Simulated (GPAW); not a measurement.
# TiO2 (Anatase, I4_1/amd): the O K absorption edge

Aim: the dependence of the O K near-edge features of TiO2 (Anatase, I4_1/amd) on volume.

Calculated with GPAW 26.7.0; X-ray absorption from dipole matrix elements to empty bands, plane-wave PAW revPBE.

### 1. Starting point

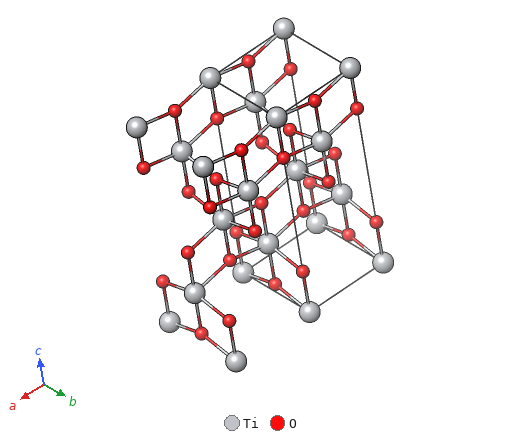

The cell as given, from a free direction (titanium light grey, oxygen red). 2×1×1 cells are drawn. This picture shows the conventional cell, with its axes. Some periodic images of atoms are drawn too.

### 2. Ground state of the crystal

The ground state comes first: it tells whether the system has a gap, which decides how the excited electron is treated.

The input, scf.py:

```python
import numpy as np
from ase import Atoms
from ase.parallel import parprint, paropen
from gpaw import GPAW, PW, FermiDirac, Mixer, MixerDif, setup_paths
from gpaw.test import gen
setup_paths.insert(0, '.')
gen('O', name='nch1s', xcname='revPBE', corehole=(1, 0, 0), write_xml=True)
from gpaw.mpi import world
world.barrier()

atoms = Atoms('Ti2O4',
    cell=[[-1.8921, 1.8921, 4.7573],
     [1.8921, -1.8921, 4.7573],
     [1.8921, 1.8921, -4.7573]],
    scaled_positions=[[0.75, 0.25, 0.5],
     [0, 0, 0],
     [0.7919, 0.7919, 0],
     [0.5419, 0.0419, 0.5],
     [0.9581, 0.4581, 0.5],
     [0.2081, 0.2081, 0]],
    pbc=True)
atoms.calc = calc = GPAW(legacy_gpaw=True, mode=PW(500, force_complex_dtype=True), xc='revPBE', setups={2: 'nch1s'},
    kpts={'size': (9, 9, 9), 'gamma': True}, occupations=FermiDirac(0.05),
    charge=0, mixer=Mixer(0.1, 5, 50), maxiter=150,
    convergence={'density': 0.0001, 'eigenstates': 1e-6}, txt='scf.txt')
energy = atoms.get_potential_energy() + calc.get_reference_energy()
ef = calc.get_fermi_level()
out = dict(energy=energy, fermi=ef, forces=atoms.get_forces().tolist())
parprint(f'all-electron energy {energy:.4f} eV, Fermi level {ef:.4f} eV')
ev = np.array([[calc.get_eigenvalues(k, s) for k in range(len(calc.get_ibz_k_points()))] for s in range(calc.get_number_of_spins())])
out['homo'], out['lumo'], out['counts'] = ev[ev < ef].max(), ev[ev > ef].min(), sorted(set((ev < ef).sum((0, 2)).tolist()))
out['filled'] = (ev[:, 0] < ef).sum(1).tolist()
import json
with paropen('out.json', 'w') as f:
    json.dump(out, f)
```

Run with:

```bash
$ OMP_NUM_THREADS=1 mpirun -n 4 gpaw python scf.py
```

Numbers of over 12 decimals in the logs are rounded to 6 here.

Output:

```text
Input parameters:
  convergence: {density: 0.0001,
                eigenstates: 1e-06}
  kpts: {gamma: True,
         size: (9, 9, 9)}
  maxiter: 150
  mixer: {backend: pulay,
          beta: 0.1,
          method: separate,
          nmaxold: 5,
          weight: 50}
  mode: {ecut: 500.0,
         force_complex_dtype: True,
         name: pw}
  occupations: {fixmagmom: False,
                name: fermi-dirac,
                width: 0.05}
  setups: {2: nch1s}
  xc: revPBE

Initialize ...

[... PAW data sets ...]

Reference energy: -54624.750496  # eV

Spin-paired calculation

[... convergence settings ...]
Symmetries present (total): 4
  [... symmetry matrices ...]

729 k-points: 9 x 9 x 9 Monkhorst-Pack grid
125 k-points in the irreducible part of the Brillouin zone
       k-points in crystal coordinates                weights
   0:     0.00000000    0.00000000    0.00000000          1/729
   1:     0.11111111   -0.11111111   -0.11111111          2/729
   2:     0.11111111   -0.11111111    0.00000000          4/729
   3:     0.11111111   -0.11111111    0.11111111          2/729
   4:     0.11111111    0.00000000   -0.11111111          4/729
   5:     0.11111111    0.00000000    0.00000000          4/729
   6:     0.11111111    0.11111111   -0.11111111          2/729
   7:     0.22222222   -0.22222222   -0.22222222          2/729
   8:     0.22222222   -0.22222222   -0.11111111          4/729
   9:     0.22222222   -0.22222222    0.00000000          4/729
          ...
 124:     0.44444444    0.44444444    0.44444444          8/729

Wave functions: Plane wave expansion
  Cutoff energy: 500.000 eV
  Number of coefficients (min, max): 1693, 1758
  Pulay-stress correction: 0.000000 eV/Ang^3 (de/decut=0.000000)
  Using FFTW library
  Wavefunction extrapolation:
    Improved wavefunction reuse through dual PAW basis

Occupation numbers: Fermi-Dirac:
  width: 0.0500  # eV

Eigensolver
   Davidson(niter=2)

Densities:
  Coarse grid: 30*30*30 grid
  Fine grid: 60*60*60 grid
  Total Charge: 0.000000

Density mixing:
  Method: separate
  Backend: pulay
  Linear mixing parameter: 0.1
  old densities: 5
  Width of damping distribution: 1.1
  Damping of long wavelength oscillations: 50

[... Hamiltonian set-up ...]
Number of atoms: 6
Number of atomic orbitals: 42
Number of bands in calculation: 33
Number of valence electrons: 48
Bands to converge: occupied

... initialized

Initializing position-dependent things.

Density initialized from atomic densities
Creating initial wave functions:
  33 bands from LCAO basis set

       O

         O

         Ti

       O O

       Ti

Atomic positions and initial magnetic moments

Positions:
   0 Ti     0.000000    1.892100    2.378650    ( 0.0000,  0.0000,  0.0000)
   1 Ti     0.000000    0.000000    0.000000    ( 0.0000,  0.0000,  0.0000)
   2 O     -0.000000    0.000000    7.534612    ( 0.0000,  0.0000,  0.0000)
   3 O      0.000000    1.892100    0.398662    ( 0.0000,  0.0000,  0.0000)
   4 O      0.000000    1.892100    4.358638    ( 0.0000,  0.0000,  0.0000)
   5 O      0.000000   -0.000000    1.979988    ( 0.0000,  0.0000,  0.0000)

Unit cell:
           periodic     x           y           z      points  spacing
  1. axis:    yes   -1.892100    1.892100    4.757300    30     0.1172
  2. axis:    yes    1.892100   -1.892100    4.757300    30     0.1172
  3. axis:    yes    1.892100    1.892100   -4.757300    30     0.0892

  Lengths:   5.458204   5.458204   5.458204
  Angles:  139.434593 139.434593  58.712803

Effective grid spacing dv^(1/3) = 0.1361

iter:   1   -57.178445
iter:   2   -51.948555   -0.93  -0.90
iter:   3   -48.537938   -0.08  -1.02
iter:   4   -48.534638   -1.31  -1.41
iter:   5   -49.097417   -1.74  -1.37
iter:   6   -48.475452   -1.06  -1.47
iter:   7   -48.475061   -2.03  -2.26
iter:   8   -48.536097   -1.71  -2.23
iter:   9   -48.472849   -2.79  -2.05
iter:  10   -48.477053   -3.61  -2.67
iter:  11   -48.477642c  -2.74  -2.59
iter:  12   -48.472875c  -3.85  -2.62
iter:  13   -48.472873c  -4.97  -3.76
iter:  14   -48.472876c  -5.94  -3.96
iter:  15   -48.472879c  -6.52c -4.05c

Converged after 15 iterations.

Dipole moment: (-6.377263, 6.377263, -0.000000) |e|*Ang

Energy contributions relative to reference atoms: (reference = -54624.750496)

Kinetic:        +53.174323
Potential:      -60.068495
External:        +0.000000
XC:             -42.065369
Entropy (-ST):   -0.000000
Local:           +0.486662
SIC:             +0.000000
--------------------------
Free energy:    -48.472879
Extrapolated:   -48.472879

Showing only first 2 kpts
 Kpt  Band  Eigenvalues  Occupancy
  0    22      3.79620    2.00000
  0    23      3.79628    2.00000
  0    24      6.41492    0.00000
  0    25      7.14762    0.00000

  1    22      3.46568    2.00000
  1    23      3.79226    2.00000
  1    24      7.27664    0.00000
  1    25      7.32638    0.00000

Fermi level: 5.37636

Gap: 2.157 eV
Transition (v -> c):
  (s=0, k=59, n=23, [0.44, -0.44, 0.00]) -> (s=0, k=0, n=24, [0.00, 0.00, 0.00])
Direct/indirect transitions are different
Direct gap: 2.494 eV
Transition at: (s=0, k=21, n=23, [0.22, 0.22, -0.22])

Forces in eV/Ang:
  0 Ti    0.00000    0.00000    0.00001
  1 Ti    0.00000    0.00000   -0.00001
  2 O     0.00000    0.00000   -0.19836
  3 O     0.00000    0.00000   -0.19833
  4 O     0.00000    0.00000    0.19832
  5 O     0.00000    0.00000    0.19837
Scalar-relativistic atomic revPBE calculation for O (Oxygen, Z=8)
Core hole in 1s state (1s occupation: 2.0)
300 radial gridpoints.
|------------------------------------------------|
|------------------------------------------------|
[... the atom generator's iteration count ...]

Energy contributions:
-------------------------
Kinetic:      +74.948550
XC:            -8.337853
Potential:   -141.669605
-------------------------
Total:        -75.058908

state      eigenvalue         ekin         rmax
-----------------------------------------------
1s^2.0 :   -18.924438    29.190860        0.129
2s^2.0 :    -0.881898     3.219331        0.871
2p^4.0 :    -0.329595     2.532042        0.821
-----------------------------------------------
(units: Bohr and Hartree)

Generating PAW setup
Kinetic energy of the core from tauc = 58.428538
Cutoffs:
rc(s)=1.300
rc(p)=1.130
rc(d)=1.170
rc(vbar)=1.300
rc(comp)=1.260
rc(nct)=1.300

Kinetic energy of the core states: 58.381721
Charge: 0.0
Core electrons: 2.0
Valence electrons: 6.0
Pseudo-core charge: 0.000732
Shape function alpha=6.299
Pseudo-electron charge 5.684612
state    eigenvalue         norm
--------------------------------
2s(2) :    -0.881898     1.082464
*s    :     0.118102
2p(4) :    -0.329595     0.879738
*p    :     0.670405
*d    :     0.000000
--------------------------------

Diagonalizing with gridspacing h=0.050

state   all-electron     PAW
-------------------------------
2s:      -0.881898    -0.883008
2p:      -0.329595    -0.333354
*d:                    0.048653
*f:                    0.076486
-------------------------------
all-electron energy -54673.2234 eV, Fermi level 5.3764 eV
```

Wall time 80 s (4 MPI ranks of Arm Neoverse V1, shared host); peak memory 0.29 GiB; 5.3 min of CPU time.

The mesh shows a gap of 2.16 eV, so the hole is first treated in a charged cell, without the excited electron.

### 3. Reference energy of the supercell

The photon energy needs a difference of total energies, so the cell and mesh of the coming hole run are first run without a hole.

scf.py: that of step 2 with these lines changed.

```diff
@@ -10,15 +10,21 @@
 
-atoms = Atoms('Ti2O4',
-    cell=[[-1.8921, 1.8921, 4.7573],
-     [1.8921, -1.8921, 4.7573],
-     [1.8921, 1.8921, -4.7573]],
-    scaled_positions=[[0.75, 0.25, 0.5],
+atoms = Atoms('Ti4O8',
+    cell=[[3.7842, -3.7842, 0],
+     [3.7842, 3.7842, 0],
+     [-1.8921, 1.8921, 4.7573]],
+    scaled_positions=[[0, 0.25, 0.5],
+     [0.5, 0.75, 0.5],
      [0, 0, 0],
-     [0.7919, 0.7919, 0],
-     [0.5419, 0.0419, 0.5],
-     [0.9581, 0.4581, 0.5],
-     [0.2081, 0.2081, 0]],
+     [0.5, 0.5, 0],
+     [0.7919, 0, 0.5838],
+     [0.2919, 0.5, 0.5838],
+     [0.7919, 0.25, 0.0838],
+     [0.2919, 0.75, 0.0838],
+     [0.2081, 0.25, 0.9162],
+     [0.7081, 0.75, 0.9162],
+     [0.2081, 0, 0.4162],
+     [0.7081, 0.5, 0.4162]],
     pbc=True)
-atoms.calc = calc = GPAW(legacy_gpaw=True, mode=PW(500, force_complex_dtype=True), xc='revPBE', setups={2: 'nch1s'},
-    kpts={'size': (9, 9, 9), 'gamma': True}, occupations=FermiDirac(0.05),
+atoms.calc = calc = GPAW(legacy_gpaw=True, mode=PW(500, force_complex_dtype=True), xc='revPBE', setups={4: 'nch1s'},
+    kpts={'size': (4, 3, 4), 'gamma': True}, occupations=FermiDirac(0.02),
     charge=0, mixer=Mixer(0.1, 5, 50), maxiter=150,
```

Output:

```text
Input parameters:
  convergence: {density: 0.0001,
                eigenstates: 1e-06}
  kpts: {gamma: True,
         size: (4, 3, 4)}
  maxiter: 150
  mixer: {backend: pulay,
          beta: 0.1,
          method: separate,
          nmaxold: 5,
          weight: 50}
  mode: {ecut: 500.0,
         force_complex_dtype: True,
         name: pw}
  occupations: {fixmagmom: False,
                name: fermi-dirac,
[...]
warnings.warn('Using symmetrized grid: ({},{},{}).\n'.format(*N_c))
<dir> UserWarning: Initial realspace grid (28,28,30) inconsistent with symmetries.
  warnings.warn(
<dir> UserWarning: Using symmetrized grid: (30,28,30).

  warnings.warn('Using symmetrized grid: ({},{},{}).\n'.format(*N_c))
<dir> UserWarning: Using symmetrized grid: (30,28,30).

  warnings.warn('Using symmetrized grid: ({},{},{}).\n'.format(*N_c))
all-electron energy -109346.4485 eV, Fermi level 4.8948 eV
[key lines of the parts left out:]
Converged after 22 iterations.
Dipole moment: (-0.000000, 0.000000, 0.000000) |e|*Ang
Free energy:    -96.947592
Fermi level: 4.89482
```

The job ended after 50 s (4 MPI ranks; peak memory 0.28 GiB).

Reference energy: -109346.448 eV with the cores included.

(Part 1 of 4 ends here.)

[Banner, clock and machine lines of the logs are left out without a mark of their own.]

[Logs are printed without paths, hosts, clocks, repeated set-up lines and the standing remarks that a program may print on its own settings, such as how far it seeks lower states.]

[Hosts, paths, dates, database ids (printed as entryN), source tags and the programs' standing remarks are cut or masked in the printed files.]

[Lists of maxima count a maximum above −3 eV only where it reaches 4 % of the highest in the window and stands out from its surroundings by 2 % of it (1.5 % where it reaches 55 %); shoulders and weaker maxima are passed over, and of the rest the first, up to two pre-edge ones and the few strongest are named.]
